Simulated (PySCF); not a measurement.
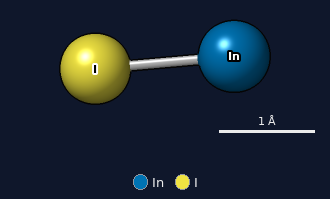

Figure 1. The input geometry (ball-and-stick view, seen at a tilt). Sticks mark near contacts.

**InI (charge +1): geometry relaxation (part 1 of 2)**

System: InI, charge +1, multiplicity 2.
Method: UKS-tpssh/lanl2dz, optimize (PySCF 2.14.0).

Some settings of this run were made unusual or wrong on purpose.

### The input
```python
from pyscf import gto, dft
from pyscf.geomopt.geometric_solver import optimize

mol = gto.M(
    atom='In 0 0 0; I 0 0 2.8',
    basis='lanl2dz',
    ecp={'In': 'lanl2dz', 'I': 'lanl2dz'},
    charge=1,
    spin=1,
    unit='bohr',
    verbose=4,
)
mf = dft.UKS(mol, xc='tpssh')
mf.kernel()
g = mf.nuc_grad_method()
g.grid_response = True
mol_eq = optimize(g.as_scanner(), maxsteps=30)
print('optimised geometry (angstrom)')
print(mol_eq.tostring('raw'))
print('orbital energies (hartree):', [e[max(0, n-3):n+3].round(4) for e, n in zip(mf.mo_energy, mol.nelec)])
```

Machine: 1 CPU thread, shared host.

Run as:
```bash
OMP_NUM_THREADS=1 python input.py
```

### Log
```
PySCF version 2.14.0

[INPUT] verbose = 4
[INPUT] num. atoms = 2
[INPUT] num. electrons = 9
[INPUT] charge = 1
[INPUT] spin (= nelec alpha-beta = 2S) = 1
[INPUT] symmetry False subgroup None
[INPUT] Mole.unit = bohr
[INPUT] Symbol           X                Y                Z      unit          X                Y                Z       unit  Magmom
[INPUT]  1 In     0.000000000000   0.000000000000   0.000000000000 AA    0.000000000000   0.000000000000   0.000000000000 Bohr   0.0
[INPUT]  2 I      0.000000000000   0.000000000000   1.481696190576 AA    0.000000000000   0.000000000000   2.800000000000 Bohr   0.0

nuclear repulsion = 7.5
number of shells = 8
number of NR pGTOs = 24
number of NR cGTOs = 16
basis = lanl2dz
ecp = {'In': 'lanl2dz', 'I': 'lanl2dz'}

******** <class 'pyscf.dft.uks.UKS'> ********
method = UKS
initial guess = minao
damping factor = 0
level_shift factor = 0
DIIS = <class 'pyscf.scf.diis.CDIIS'>
diis_start_cycle = 1
diis_space = 8
diis_damp = 0
SCF conv_tol = 1e-09
SCF conv_tol_grad = None
SCF max_cycles = 50
direct_scf = True
direct_scf_tol = 1e-13
number electrons alpha = 5  beta = 4
XC library pyscf.dft.libxc version 7.0.0
    S. Lehtola, C. Steigemann, M. J.T. Oliveira, and M. A.L. Marques.,  SoftwareX 7, 1–5 (2018)
XC functionals = tpssh
    V. N. Staroverov, G. E. Scuseria, J. Tao, and J. P. Perdew.,  J. Chem. Phys. 119, 12129 (2003)
radial grids:
    Treutler-Ahlrichs [JCP 102, 346 (1995); DOI:10.1063/1.469408] (M4) radial grids

becke partition: Becke, JCP 88, 2547 (1988); DOI:10.1063/1.454033
pruning grids: <function nwchem_prune>
grids dens level: 3
symmetrized grids: False
atomic radii adjust function: <function treutler_atomic_radii_adjust>
small_rho_cutoff = 0
Set gradient conv threshold to 3.16228e-05
tot grids = 43832
init E= -0.0999055112918157
  alpha nocc = 5  HOMO = 0.00890481206018645  LUMO = 0.0717416016880193
  beta  nocc = 4  HOMO = -0.119022612998881  LUMO = 0.00890481206018651

WARN: HOMO 0.00890481206018645 >= LUMO 0.00890481206018651

cycle= 1 E= -11.4661239017417  delta_E= -11.4  |g|= 0.609  |ddm|= 3.08
  alpha nocc = 5  HOMO = -0.433702270260172  LUMO = -0.297977475848625
  beta  nocc = 4  HOMO = -0.828366778679714  LUMO = -0.385449462322032
  HOMO = -0.43370227026  LUMO = -0.385449462322  gap/eV = 1.31303
cycle= 2 E= -11.7566505312912  delta_E= -0.291  |g|= 0.306  |ddm|= 1.97
  alpha nocc = 5  HOMO = -0.435290106086249  LUMO = -0.248993257773808
  beta  nocc = 4  HOMO = -0.601783953252389  LUMO = -0.368725869396468
  HOMO = -0.435290106086  LUMO = -0.368725869396  gap/eV = 1.81131
cycle= 3 E= -11.8630417799598  delta_E= -0.106  |g|= 0.0591  |ddm|= 1.09
  alpha nocc = 5  HOMO = -0.411887205535837  LUMO = -0.224228281159345
  beta  nocc = 4  HOMO = -0.601327952330412  LUMO = -0.326261853627852
  HOMO = -0.411887205536  LUMO = -0.326261853628  gap/eV = 2.32998
cycle= 4 E= -11.8675121706491  delta_E= -0.00447  |g|= 0.0124  |ddm|= 0.146
  alpha nocc = 5  HOMO = -0.415790641344009  LUMO = -0.224571351921228
  beta  nocc = 4  HOMO = -0.599181894872517  LUMO = -0.327692964455166
  HOMO = -0.415790641344  LUMO = -0.327692964455  gap/eV = 2.39726
cycle= 5 E= -11.8677007882009  delta_E= -0.000189  |g|= 0.000473  |ddm|= 0.0528
  alpha nocc = 5  HOMO = -0.415693289549659  LUMO = -0.224547441281152
  beta  nocc = 4  HOMO = -0.599050002182911  LUMO = -0.3278465100043
  HOMO = -0.41569328955  LUMO = -0.327846510004  gap/eV = 2.39043
cycle= 6 E= -11.8677011363752  delta_E= -3.48e-07  |g|= 7.05e-05  |ddm|= 0.00194
  alpha nocc = 5  HOMO = -0.415712207226473  LUMO = -0.224543587326994
  beta  nocc = 4  HOMO = -0.599044110666263  LUMO = -0.327879145034969
  HOMO = -0.415712207226  LUMO = -0.327879145035  gap/eV = 2.39006
cycle= 7 E= -11.8677011462576  delta_E= -9.88e-09  |g|= 8.02e-06  |ddm|= 0.000293
  alpha nocc = 5  HOMO = -0.415709850947238  LUMO = -0.224540202562422
  beta  nocc = 4  HOMO = -0.599044224482294  LUMO = -0.327874108268817
  HOMO = -0.415709850947  LUMO = -0.327874108269  gap/eV = 2.39013
cycle= 8 E= -11.8677011463908  delta_E= -1.33e-10  |g|= 3.55e-07  |ddm|= 3.19e-05
  alpha nocc = 5  HOMO = -0.415710007209209  LUMO = -0.224540402495694
  beta  nocc = 4  HOMO = -0.599044368071717  LUMO = -0.327874545541251
  HOMO = -0.415710007209  LUMO = -0.327874545541  gap/eV = 2.39012
Extra cycle  E= -11.8677011463911  delta_E= -2.98e-13  |g|= 8.7e-08  |ddm|= 1.28e-06
converged SCF energy = -11.8677011463911  <S^2> = 0.75112402  2S+1 = 2.0011237
Create scanner for <class 'pyscf.grad.uks.Gradients'>
Create scanner for <class 'pyscf.dft.uks.UKS'>
input.py

Current date and time:

#|     Arguments passed to driver run_optimizer():      |#
customengine              <pyscf.geomopt.geometric_solver.PySCFEngine object>
logIni                    [file]
maxiter                   30
----------------------------------------------------------
Custom engine selected.
Bonds will be generated from interatomic distances less than 1.20 times sum of covalent radii
6 internal coordinates being used (instead of 6 Cartesians)
Internal coordinate system (atoms numbered from 1):
Distance 1-2
Translation-X 1-2
Translation-Y 1-2
Translation-Z 1-2
Rotation-A 1-2
Rotation-B 1-2
Rotation-C 1-2
<class 'geometric.internal.Distance'> : 1
<class 'geometric.internal.TranslationX'> : 1
<class 'geometric.internal.TranslationY'> : 1
<class 'geometric.internal.TranslationZ'> : 1
<class 'geometric.internal.RotationA'> : 1
<class 'geometric.internal.RotationB'> : 1
<class 'geometric.internal.RotationC'> : 1
> ===== Optimization Info: ====
> Job type: Energy minimization
> Maximum number of optimization cycles: 30
> Initial / maximum trust radius (Angstrom): 0.100 / 0.300
> Convergence Criteria:
> Will converge when all 5 criteria are reached:
>  |Delta-E| < 1.00e-06
>  RMS-Grad  < 3.00e-04
>  Max-Grad  < 4.50e-04
>  RMS-Disp  < 1.20e-03
>  Max-Disp  < 1.80e-03
> === End Optimization Info ===

Geometry optimization cycle 1
Cartesian coordinates (Angstrom)
 Atom        New coordinates             dX        dY        dZ
  In   0.000000   0.000000   0.000000    0.000000  0.000000  0.000000
   I   0.000000   0.000000   1.481696    0.000000  0.000000  0.000000
New geometry
   1 In     0.000000000000   0.000000000000   0.000000000000 AA    0.000000000000   0.000000000000   0.000000000000 Bohr
   2 I      0.000000000000   0.000000000000   1.481696190576 AA    0.000000000000   0.000000000000   2.800000000000 Bohr

******** <class 'pyscf.scf.hf.UKS_Scanner'> ********
method = UKS_Scanner
initial guess = minao
damping factor = 0
level_shift factor = 0
DIIS = <class 'pyscf.scf.diis.CDIIS'>
diis_start_cycle = 1
diis_space = 8
diis_damp = 0
SCF conv_tol = 1e-09
SCF conv_tol_grad = None
SCF max_cycles = 50
direct_scf = True
direct_scf_tol = 1e-13
number electrons alpha = 5  beta = 4
XC library pyscf.dft.libxc version 7.0.0
    S. Lehtola, C. Steigemann, M. J.T. Oliveira, and M. A.L. Marques.,  SoftwareX 7, 1–5 (2018)
XC functionals = tpssh
    V. N. Staroverov, G. E. Scuseria, J. Tao, and J. P. Perdew.,  J. Chem. Phys. 119, 12129 (2003)
radial grids:
    Treutler-Ahlrichs [JCP 102, 346 (1995); DOI:10.1063/1.469408] (M4) radial grids

becke partition: Becke, JCP 88, 2547 (1988); DOI:10.1063/1.454033
pruning grids: <function nwchem_prune>
grids dens level: 3
symmetrized grids: False
atomic radii adjust function: <function treutler_atomic_radii_adjust>
small_rho_cutoff = 0
Set gradient conv threshold to 3.16228e-05
tot grids = 43832
init E= -11.8677011463911
  alpha nocc = 5  HOMO = -0.415709983111666  LUMO = -0.224540374861126
  beta  nocc = 4  HOMO = -0.599044370591262  LUMO = -0.327874512227796
  HOMO = -0.415709983112  LUMO = -0.327874512228  gap/eV = 2.39012
cycle= 1 E= -11.8677011463912  delta_E= -3.2e-14  |g|= 3.65e-08  |ddm|= 3.78e-07
  alpha nocc = 5  HOMO = -0.415709994148206  LUMO = -0.224540378420761
  beta  nocc = 4  HOMO = -0.599044355915716  LUMO = -0.327874529099997
  HOMO = -0.415709994148  LUMO = -0.3278745291  gap/eV = 2.39012
Extra cycle  E= -11.8677011463912  delta_E= 1.07e-14  |g|= 2.94e-08  |ddm|= 1.4e-07
converged SCF energy = -11.8677011463912  <S^2> = 0.75112404  2S+1 = 2.0011237

******** <class 'pyscf.grad.rhf.Gradients_Scanner'> for <class 'pyscf.scf.hf.UKS_Scanner'> ********
unit = Eh/Bohr
grid_response = True
--------------- UKS_Scanner gradients ---------------
         x                y                z
0 In    -0.0000000000     0.0000000000     1.8392632146
1 I     0.0000000000    -0.0000000000    -1.8392632146
----------------------------------------------
cycle 1: E = -11.8677011464  dE = -11.8677  norm(grad) = 2.60111
Step    0 : Gradient = 1.839e+00/1.839e+00 (rms/max) Energy = -11.8677011464
Hessian Eigenvalues: 5.00000e-02 5.00000e-02 5.00000e-02 ... 5.00000e-02 5.00000e-02 4.42095e+00

Geometry optimization cycle 2
Cartesian coordinates (Angstrom)
 Atom        New coordinates             dX        dY        dZ
  In   0.000000  -0.000000  -0.100000    0.000000 -0.000000 -0.100000
   I  -0.000000   0.000000   1.581696   -0.000000  0.000000  0.100000
New geometry
   1 In     0.000000000000  -0.000000000000  -0.100000000003 AA    0.000000000000  -0.000000000000  -0.188972612463 Bohr
   2 I     -0.000000000000   0.000000000000   1.581696190579 AA   -0.000000000000   0.000000000000   2.988972612463 Bohr

******** <class 'pyscf.scf.hf.UKS_Scanner'> ********
method = UKS_Scanner
initial guess = minao
damping factor = 0
level_shift factor = 0
DIIS = <class 'pyscf.scf.diis.CDIIS'>
diis_start_cycle = 1
diis_space = 8
diis_damp = 0
SCF conv_tol = 1e-09
SCF conv_tol_grad = None
SCF max_cycles = 50
direct_scf = True
direct_scf_tol = 1e-13
number electrons alpha = 5  beta = 4
XC library pyscf.dft.libxc version 7.0.0
    S. Lehtola, C. Steigemann, M. J.T. Oliveira, and M. A.L. Marques.,  SoftwareX 7, 1–5 (2018)
XC functionals = tpssh
    V. N. Staroverov, G. E. Scuseria, J. Tao, and J. P. Perdew.,  J. Chem. Phys. 119, 12129 (2003)
radial grids:
    Treutler-Ahlrichs [JCP 102, 346 (1995); DOI:10.1063/1.469408] (M4) radial grids

becke partition: Becke, JCP 88, 2547 (1988); DOI:10.1063/1.454033
pruning grids: <function nwchem_prune>
grids dens level: 3
symmetrized grids: False
atomic radii adjust function: <function treutler_atomic_radii_adjust>
small_rho_cutoff = 0
Set gradient conv threshold to 3.16228e-05
tot grids = 43832
init E= -12.3431166530828
  alpha nocc = 5  HOMO = -0.426414364266611  LUMO = -0.232309484008932
  beta  nocc = 4  HOMO = -0.578708263720502  LUMO = -0.337137833369316
  HOMO = -0.426414364267  LUMO = -0.337137833369  gap/eV = 2.42934
cycle= 1 E= -12.4133134690932  delta_E= -0.0702  |g|= 0.0166  |ddm|= 0.358
  alpha nocc = 5  HOMO = -0.440456809256854  LUMO = -0.241288930638201
  beta  nocc = 4  HOMO = -0.576034641019749  LUMO = -0.355580129555193
  HOMO = -0.440456809257  LUMO = -0.355580129555  gap/eV = 2.30961
cycle= 2 E= -12.4133230773817  delta_E= -9.61e-06  |g|= 0.0167  |ddm|= 0.0757
  alpha nocc = 5  HOMO = -0.438549156336003  LUMO = -0.240095384854138
  beta  nocc = 4  HOMO = -0.58046822412081  LUMO = -0.352316170674026
  HOMO = -0.438549156336  LUMO = -0.352316170674  gap/eV = 2.34652
cycle= 3 E= -12.4136584386124  delta_E= -0.000335  |g|= 0.000827  |ddm|= 0.0357
  alpha nocc = 5  HOMO = -0.438345747712872  LUMO = -0.239802514194018
  beta  nocc = 4  HOMO = -0.580136629264132  LUMO = -0.351996203982812
  HOMO = -0.438345747713  LUMO = -0.351996203983  gap/eV = 2.34969
cycle= 4 E= -12.4136593609968  delta_E= -9.22e-07  |g|= 0.000101  |ddm|= 0.00168
  alpha nocc = 5  HOMO = -0.438390034127187  LUMO = -0.239810414671767
  beta  nocc = 4  HOMO = -0.580161454947332  LUMO = -0.352056055273299
  HOMO = -0.438390034127  LUMO = -0.352056055273  gap/eV = 2.34927
cycle= 5 E= -12.4136593881868  delta_E= -2.72e-08  |g|= 1.68e-05  |ddm|= 0.000412
  alpha nocc = 5  HOMO = -0.438379501258423  LUMO = -0.23979911471042
  beta  nocc = 4  HOMO = -0.580155549950004  LUMO = -0.352044504595542
  HOMO = -0.438379501258  LUMO = -0.352044504596  gap/eV = 2.34929
cycle= 6 E= -12.4136593888361  delta_E= -6.49e-10  |g|= 1.34e-06  |ddm|= 7.6e-05
  alpha nocc = 5  HOMO = -0.438380166255478  LUMO = -0.239799876754745
  beta  nocc = 4  HOMO = -0.580156921086573  LUMO = -0.352045351947685
  HOMO = -0.438380166255  LUMO = -0.352045351948  gap/eV = 2.34929
Extra cycle  E= -12.4136593888392  delta_E= -3.05e-12  |g|= 2.8e-07  |ddm|= 5.4e-06
converged SCF energy = -12.4136593888392  <S^2> = 0.75164532  2S+1 = 2.0016446

******** <class 'pyscf.grad.rhf.Gradients_Scanner'> for <class 'pyscf.scf.hf.UKS_Scanner'> ********
unit = Eh/Bohr
grid_response = True
--------------- UKS_Scanner gradients ---------------
         x                y                z
0 In    -0.0000000000    -0.0000000000     1.0916445475
1 I     0.0000000000     0.0000000000    -1.0916445475
----------------------------------------------
cycle 2: E = -12.4136593888  dE = -0.545958  norm(grad) = 1.54382
Step    1 : Displace = 1.000e-01/1.000e-01 (rms/max) Trust = 1.000e-01 (=) Grad = 1.092e+00/1.092e+00 (rms/max) E (change) = -12.4136593888 (-5.460e-01) Quality = 1.439
Hessian Eigenvalues: 5.00000e-02 5.00000e-02 5.00000e-02 ... 5.00000e-02 5.00000e-02 1.97811e+00

Geometry optimization cycle 3
Cartesian coordinates (Angstrom)
 Atom        New coordinates             dX        dY        dZ
  In   0.000000  -0.000000  -0.246016    0.000000 -0.000000 -0.146016
   I  -0.000000   0.000000   1.727712   -0.000000  0.000000  0.146016
New geometry
   1 In     0.000000000000  -0.000000000000  -0.246016224003 AA    0.000000000000  -0.000000000000  -0.464903285564 Bohr
   2 I     -0.000000000000   0.000000000000   1.727712414579 AA   -0.000000000000   0.000000000000   3.264903285565 Bohr

******** <class 'pyscf.scf.hf.UKS_Scanner'> ********
method = UKS_Scanner
initial guess = minao
damping factor = 0
level_shift factor = 0
DIIS = <class 'pyscf.scf.diis.CDIIS'>
diis_start_cycle = 1
diis_space = 8
diis_damp = 0
SCF conv_tol = 1e-09
SCF conv_tol_grad = None
SCF max_cycles = 50
direct_scf = True
direct_scf_tol = 1e-13
number electrons alpha = 5  beta = 4
XC library pyscf.dft.libxc version 7.0.0
    S. Lehtola, C. Steigemann, M. J.T. Oliveira, and M. A.L. Marques.,  SoftwareX 7, 1–5 (2018)
XC functionals = tpssh
    V. N. Staroverov, G. E. Scuseria, J. Tao, and J. P. Perdew.,  J. Chem. Phys. 119, 12129 (2003)
radial grids:
    Treutler-Ahlrichs [JCP 102, 346 (1995); DOI:10.1063/1.469408] (M4) radial grids

becke partition: Becke, JCP 88, 2547 (1988); DOI:10.1063/1.454033
pruning grids: <function nwchem_prune>
grids dens level: 3
symmetrized grids: False
atomic radii adjust function: <function treutler_atomic_radii_adjust>
small_rho_cutoff = 0
Set gradient conv threshold to 3.16228e-05
tot grids = 43832
init E= -12.6946263707574
  alpha nocc = 5  HOMO = -0.469155121499476  LUMO = -0.267538441501749
  beta  nocc = 4  HOMO = -0.559837572924442  LUMO = -0.382721148521076
  HOMO = -0.469155121499  LUMO = -0.382721148521  gap/eV = 2.35199
cycle= 1 E= -12.8125230554217  delta_E= -0.118  |g|= 0.0246  |ddm|= 0.312
  alpha nocc = 5  HOMO = -0.463053982419207  LUMO = -0.25773921647973
  beta  nocc = 4  HOMO = -0.529995928661882  LUMO = -0.382165014705256
  HOMO = -0.463053982419  LUMO = -0.382165014705  gap/eV = 2.20110
cycle= 2 E= -12.8124242262717  delta_E= 9.88e-05  |g|= 0.0261  |ddm|= 0.0982
  alpha nocc = 5  HOMO = -0.461976331274609  LUMO = -0.256727450285663
  beta  nocc = 4  HOMO = -0.538328773345896  LUMO = -0.379175422221327
  HOMO = -0.461976331275  LUMO = -0.379175422221  gap/eV = 2.25313
cycle= 3 E= -12.8132150866737  delta_E= -0.000791  |g|= 0.00348  |ddm|= 0.0516
  alpha nocc = 5  HOMO = -0.462817409394521  LUMO = -0.257483440525663
  beta  nocc = 4  HOMO = -0.538448084297535  LUMO = -0.380030117969338
  HOMO = -0.462817409395  LUMO = -0.380030117969  gap/eV = 2.25276
cycle= 4 E= -12.8132308369909  delta_E= -1.58e-05  |g|= 0.00026  |ddm|= 0.00866
  alpha nocc = 5  HOMO = -0.462720980008832  LUMO = -0.257382371886116
  beta  nocc = 4  HOMO = -0.538447353556007  LUMO = -0.37987479146041
  HOMO = -0.462720980009  LUMO = -0.37987479146  gap/eV = 2.25436
cycle= 5 E= -12.8132309304738  delta_E= -9.35e-08  |g|= 1.24e-05  |ddm|= 0.000605
  alpha nocc = 5  HOMO = -0.462726118593643  LUMO = -0.257383296244835
  beta  nocc = 4  HOMO = -0.538451055732155  LUMO = -0.379882749903103
  HOMO = -0.462726118594  LUMO = -0.379882749903  gap/eV = 2.25428
cycle= 6 E= -12.8132309310078  delta_E= -5.34e-10  |g|= 2.64e-06  |ddm|= 4.9e-05
  alpha nocc = 5  HOMO = -0.462725634698854  LUMO = -0.257382416148621
  beta  nocc = 4  HOMO = -0.538451166921622  LUMO = -0.379882384900888
  HOMO = -0.462725634699  LUMO = -0.379882384901  gap/eV = 2.25428
Extra cycle  E= -12.8132309310318  delta_E= -2.4e-11  |g|= 8.57e-07  |ddm|= 1.02e-05
converged SCF energy = -12.8132309310318  <S^2> = 0.75260796  2S+1 = 2.0026063

******** <class 'pyscf.grad.rhf.Gradients_Scanner'> for <class 'pyscf.scf.hf.UKS_Scanner'> ********
unit = Eh/Bohr
grid_response = True
--------------- UKS_Scanner gradients ---------------
         x                y                z
0 In    -0.0000000000     0.0000000000     0.4357481364
1 I     0.0000000000    -0.0000000000    -0.4357481364
----------------------------------------------
cycle 3: E = -12.813230931  dE = -0.399572  norm(grad) = 0.616241
Step    2 : Displace = 1.460e-01/1.460e-01 (rms/max) Trust = 1.414e-01 (+) Grad = 4.357e-01/4.357e-01 (rms/max) E (change) = -12.8132309310 (-3.996e-01) Quality = 1.327
Hessian Eigenvalues: 5.00000e-02 5.00000e-02 5.00000e-02 ... 5.00000e-02 5.00000e-02 1.18852e+00

Geometry optimization cycle 4
Cartesian coordinates (Angstrom)
 Atom        New coordinates             dX        dY        dZ
  In   0.000000  -0.000000  -0.343023    0.000000 -0.000000 -0.097007
   I  -0.000000   0.000000   1.824719   -0.000000  0.000000  0.097007
New geometry
   1 In     0.000000000000  -0.000000000000  -0.343022849479 AA    0.000000000000  -0.000000000000  -0.648219239983 Bohr
   2 I     -0.000000000000   0.000000000000   1.824719040055 AA   -0.000000000000   0.000000000000   3.448219239984 Bohr

******** <class 'pyscf.scf.hf.UKS_Scanner'> ********
method = UKS_Scanner
initial guess = minao
damping factor = 0
level_shift factor = 0
DIIS = <class 'pyscf.scf.diis.CDIIS'>
diis_start_cycle = 1
diis_space = 8
diis_damp = 0
SCF conv_tol = 1e-09
SCF conv_tol_grad = None
SCF max_cycles = 50
direct_scf = True
direct_scf_tol = 1e-13
number electrons alpha = 5  beta = 4
XC library pyscf.dft.libxc version 7.0.0
    S. Lehtola, C. Steigemann, M. J.T. Oliveira, and M. A.L. Marques.,  SoftwareX 7, 1–5 (2018)
XC functionals = tpssh
    V. N. Staroverov, G. E. Scuseria, J. Tao, and J. P. Perdew.,  J. Chem. Phys. 119, 12129 (2003)
radial grids:
    Treutler-Ahlrichs [JCP 102, 346 (1995); DOI:10.1063/1.469408] (M4) radial grids
```
